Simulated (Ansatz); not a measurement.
**doublet SiNH4ClO+: levels of theory compared**

We compute a comparison of 6 runs (UHF/STO-3G, U-r2SCAN0/6-31G*, UB3LYP/6-31G*, UBHLYP/6-31G*, UPBE0/6-31G*) of doublet SiNH4ClO+. 

Program for the calculation: Ansatz 0.2.0.

128 further runs of the same task are left out: 128 set aside as unsound or not needed.

## 1. The molecule

The species is SiNH4ClO+ (8 atoms), meant as a doublet with charge +1. SMILES of the parent species: `N[SiH](O)Cl`. Geometry: relaxed at PBE0-D4/def2-TZVP. This is one conformer, not always the lowest. That shape belongs to the parent species and isn't relaxed for this state.

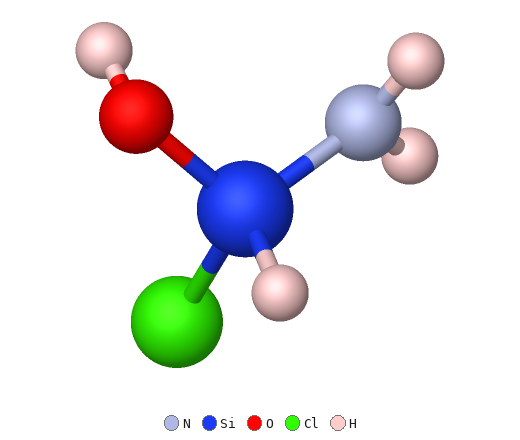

The structure, seen from a chosen angle (nitrogen light blue, silicon blue, oxygen red, chlorine green, hydrogen pink).

## 2. The energy at UHF/STO-3G (run 1)

Input file in.yaml:

```yaml
crystal:
  periodic: [false, false, false]
  atoms:
    - {symbol: N, position_ang: [-0.749800, 0.885600, -0.289000]}
    - {symbol: Si, position_ang: [0.524400, -0.226200, -0.115300]}
    - {symbol: O, position_ang: [0.551300, -0.861300, 1.386900]}
    - {symbol: Cl, position_ang: [0.173100, -1.641600, -1.566900]}
    - {symbol: H, position_ang: [-1.217200, 0.998000, -1.172700]}
    - {symbol: H, position_ang: [-0.806900, 1.712400, 0.283000]}
    - {symbol: H, position_ang: [1.896700, 0.277200, -0.308600]}
    - {symbol: H, position_ang: [-0.279500, -1.201200, 1.726700]}
basis:
  gaussian: {orbitals: STO-3G}
total_charge: 1
magnetization: {spin_polarized: true, initial_magnetization: 1}
hamiltonian: {xc: hf}
accuracy: high
output: {orbitals: {seedname: orbitals}}
```

Started as:

```bash
$ ansatz run in.yaml --threads 1 --pin off --max-ram 3480MiB --events-out events.jsonl --progress --plain --runs-dir runs
```

What it wrote:

```text
Warning: RAYON_NUM_THREADS=1 ignored (pool sized by the plan → 1); use --threads N
Functional definition: HF
  name "HF"
  exchange = exact_x
  correlation = 0
647 factors; integrals over basis functions are off by at most 1.7e-8 eV
mean field evaluation 1: about -23667.8892 eV, gradient 2.1e1 eV
mean field evaluation 2: about -23667.9590 eV, gradient 2.1e1 eV
mean field evaluation 4: about -23671.9021 eV, gradient 2.0e0 eV
mean field evaluation 8: about -23671.9837 eV, gradient 1.8e-3 eV
mean field evaluation 16: about -23669.5784 eV, gradient 9.0e0 eV
mean field evaluation 32: about -23671.1096 eV, gradient 4.8e-1 eV
mean field -23671.98057731 eV, -869.9292407715 hartree, gradient 1.8e-8 eV, S^2 0.760568; 1 other end points of the search recorded, 0 dependent functions left out
reference -23671.98057731 eV, -869.9292407715 hartree; 25, 24 occupied and 7, 8 virtual orbitals, 647 factors
Total energy: -23671.98057731 eV, -869.9292407715 hartree
```

Wall time 0.4 s (1 thread of Intel Xeon 6975P-C (Granite Rapids), shared host).

## 3. A single-point energy at U-r2SCAN0/6-31G(d) (spherical functions) (run 2)

Input file in.yaml:

```yaml
basis:
  gaussian:
    orbitals: 6-31G_st_-spherical.json
crystal:
  periodic: [false, false, false]
  atoms:
    - {symbol: "N", position_ang: [-0.749800, 0.885600, -0.289000]}
    - {symbol: Si, position_ang: [0.524400, -0.226200, -0.115300]}
    - {symbol: O, position_ang: [0.551300, -0.861300, 1.386900]}
    - {symbol: Cl, position_ang: [0.173100, -1.641600, -1.566900]}
    - {symbol: H, position_ang: [-1.217200, 0.998000, -1.172700]}
    - {symbol: H, position_ang: [-0.806900, 1.712400, 0.283000]}
    - {symbol: H, position_ang: [1.896700, 0.277200, -0.308600]}
    - {symbol: H, position_ang: [-0.279500, -1.201200, 1.726700]}
total_charge: 1
magnetization:
  spin_polarized: true
  initial_magnetization: 1
hamiltonian:
  xc: {name: r2SCAN0}
accuracy: high
output:
  orbitals: {seedname: orbitals}
```

The basis set 6-31G* is read from a file made from the Basis Set Exchange's data (not shown).

Started as:

```bash
$ ansatz run in.yaml --threads 1 --pin off --max-ram 3480MiB --events-out events.jsonl --progress --plain --runs-dir runs
```

What it wrote:

```text
Warning: RAYON_NUM_THREADS=1 ignored (pool sized by the plan → 1); use --threads N
Functional definition: r2SCAN0
  name "r2SCAN0"
  parameter a = 0.25
  parameter k0 = 0.174
  parameter k1 = 0.065
  parameter a1 = 4.9479
  exchange = (1 - a)*r2scan_x(k0 = k0, k1 = k1, a1 = a1) + a*exact_x
  correlation = r2scan_c
1601 factors; integrals over basis functions are off by at most 3.7e-9 eV
mean field evaluation 1: about -23975.1278 eV, gradient 6.1e1 eV
mean field evaluation 2: about -23946.3320 eV, gradient 9.8e1 eV
mean field evaluation 4: about -23988.4304 eV, gradient 1.7e1 eV
mean field evaluation 8: about -23990.2685 eV, gradient 2.2e0 eV
mean field evaluation 16: about -23990.3498 eV, gradient 2.4e-2 eV
mean field evaluation 32: about -23990.3498 eV, gradient 4.5e-7 eV
mean field -23990.34983455 eV, -881.6290951766 hartree, gradient 4.5e-8 eV, S^2 0.759187; 2 other end points of the search recorded, 0 dependent functions left out
reference -23990.34983601 eV, -881.6290952303 hartree; 25, 24 occupied and 47, 48 virtual orbitals, 1601 factors
Total energy: -23990.34983601 eV, -881.6290952303 hartree
```

It took 15 s on 1 thread of Intel Xeon 6975P-C (Granite Rapids), shared host; peak memory 0.5 GiB.

## 4. The energy at UB3LYP/6-31G(d) (spherical functions) (run 3)

Input file run.yaml:

```yaml
crystal:
  periodic: [false, false, false]
  atoms:
    - symbol: N
      position_ang: [-0.749800, 0.885600, -0.289000]
    - symbol: Si
      position_ang: [0.524400, -0.226200, -0.115300]
    - symbol: O
      position_ang: [0.551300, -0.861300, 1.386900]
    - symbol: Cl
      position_ang: [0.173100, -1.641600, -1.566900]
    - symbol: H
      position_ang: [-1.217200, 0.998000, -1.172700]
    - symbol: H
      position_ang: [-0.806900, 1.712400, 0.283000]
    - symbol: H
      position_ang: [1.896700, 0.277200, -0.308600]
    - symbol: H
      position_ang: [-0.279500, -1.201200, 1.726700]
basis:
  gaussian:
    orbitals: 6-31G_st_-spherical.json
accuracy: high
total_charge: 1
output: {orbitals: {seedname: orbitals}}
hamiltonian:
  xc: {name: B3LYP}
magnetization:
  spin_polarized: true
  initial_magnetization: 1
```

The basis set 6-31G* is read from a file made from the Basis Set Exchange's data (not shown).

Started as:

```bash
$ ansatz run run.yaml --threads 1 --pin off --max-ram 3480MiB --events-out events.jsonl --progress --plain --runs-dir runs
```

What it wrote:

```text
Warning: RAYON_NUM_THREADS=1 ignored (pool sized by the plan → 1); use --threads N
Functional definition: B3LYP
  name "B3LYP"
  parameter a0 = 0.2
  parameter ax = 0.72
  parameter ac = 0.81
  exchange = (1 - a0 - ax)*slater_x + ax*b88_x + a0*exact_x
  correlation = (1 - ac)*vwn_rpa_c + ac*lyp_c
1601 factors; integrals over basis functions are off by at most 3.7e-9 eV
mean field evaluation 1: about -23975.9438 eV, gradient 6.9e1 eV
mean field evaluation 2: about -23915.4369 eV, gradient 1.3e2 eV
mean field evaluation 4: about -23991.9169 eV, gradient 2.5e1 eV
mean field evaluation 8: about -23995.0289 eV, gradient 6.3e-1 eV
mean field evaluation 16: about -23995.2246 eV, gradient 2.0e-1 eV
mean field evaluation 32: about -23995.2257 eV, gradient 1.0e-5 eV
mean field evaluation 64: about -23995.1623 eV, gradient 1.6e0 eV
mean field -23995.22569818 eV, -881.8082798600 hartree, gradient 4.6e-8 eV, S^2 0.756209; 6 other end points of the search recorded, 0 dependent functions left out
reference -23995.22573477 eV, -881.8082812045 hartree; 25, 24 occupied and 47, 48 virtual orbitals, 1601 factors
Total energy: -23995.22573477 eV, -881.8082812045 hartree
```

Wall time 14 s (1 thread of Intel Xeon 6975P-C (Granite Rapids), shared host); peak memory 0.35 GiB.

Runs 4 to 5 aren't shown in full; the table further down has their settings and results.

## 5. A single-point energy at UB3LYP/6-31G(d) (Cartesian functions) (run 6)

Input file job.yaml:

```yaml
crystal:
  periodic: [false, false, false]
  atoms:
    - {symbol: "N", position_ang: [-0.749800, 0.885600, -0.289000]}
    - {symbol: Si, position_ang: [0.524400, -0.226200, -0.115300]}
    - {symbol: O, position_ang: [0.551300, -0.861300, 1.386900]}
    - {symbol: Cl, position_ang: [0.173100, -1.641600, -1.566900]}
    - {symbol: H, position_ang: [-1.217200, 0.998000, -1.172700]}
    - {symbol: H, position_ang: [-0.806900, 1.712400, 0.283000]}
    - {symbol: H, position_ang: [1.896700, 0.277200, -0.308600]}
    - {symbol: H, position_ang: [-0.279500, -1.201200, 1.726700]}
basis:
  gaussian:
    orbitals: "6-31G*"
total_charge: 1
magnetization:
  spin_polarized: true
  initial_magnetization: 1
hamiltonian:
  xc: {name: B3LYP}
accuracy: high
output:
  orbitals: {seedname: orbitals}
```

Started as:

```bash
$ ansatz run job.yaml --threads 1 --pin off --max-ram 3480MiB --events-out events.jsonl --progress --plain --runs-dir runs
```

What it wrote (excerpt; [...] marks lines left out):

```text
Warning: RAYON_NUM_THREADS=1 ignored (pool sized by the plan → 1); use --threads N
[... 7 set-up lines as earlier in the session ...]
1637 factors; integrals over basis functions are off by at most 3.7e-9 eV
mean field evaluation 1: about -23976.2082 eV, gradient 7.0e1 eV
mean field evaluation 2: about -23915.5159 eV, gradient 1.3e2 eV
mean field evaluation 4: about -23993.2971 eV, gradient 2.1e1 eV
mean field evaluation 8: about -23995.2757 eV, gradient 1.2e0 eV
mean field evaluation 16: about -23995.4290 eV, gradient 5.0e-2 eV
mean field evaluation 32: about -23995.4292 eV, gradient 6.9e-6 eV
mean field evaluation 64: about -23995.3657 eV, gradient 1.6e0 eV
mean field -23995.42922090 eV, -881.8157591820 hartree, gradient 2.0e-8 eV, S^2 0.756223; 6 other end points of the search recorded, 0 dependent functions left out
reference -23995.42925753 eV, -881.8157605283 hartree; 25, 24 occupied and 51, 52 virtual orbitals, 1637 factors
Total energy: -23995.42925753 eV, -881.8157605283 hartree
```

It took 13 s on 1 thread of Intel Xeon 6975P-C (Granite Rapids), shared host; peak memory 0.37 GiB.

## 6. Overview of the runs

```tsv
run	level	Cartesian functions	energy (Eh)	HOMO energy (eV)	LUMO energy (eV)	⟨S²⟩	wall time
1	UHF/STO-3G	no	-869.929241	-15.52	-4.49	0.761	0.4 s
2	U-r2SCAN0/6-31G* (spherical functions)	no	-881.629095	-14.40	-12.29	0.759	15 s
3	UB3LYP/6-31G* (spherical functions)	no	-881.808281	-14.16	-12.75	0.756	14 s
4	UBHLYP/6-31G* (spherical functions)	no	-881.708891	-15.32	-11.39	0.757	8.1 s
5	UPBE0/6-31G* (spherical functions)	no	-881.358086	-14.32	-12.56	0.757	9.6 s
6	UB3LYP/6-31G* (Cartesian functions)	yes	-881.815761	-14.16	-12.75	0.756	13 s
```

## 7. What came out

```
                                 quantity          value
                      run 6: total energy  -881.81576 Eh
run 6: HOMO energy (highest over α and β)      -14.16 eV
 run 6: LUMO energy (lowest over α and β)      -12.75 eV
                              run 6: ⟨S²⟩          0.756
```

What this shows: Totals of different functionals can't be ranked against each other. In run 1 the basis is minimal, so the values are rough. All runs together took 59 s, the longest 15 s.
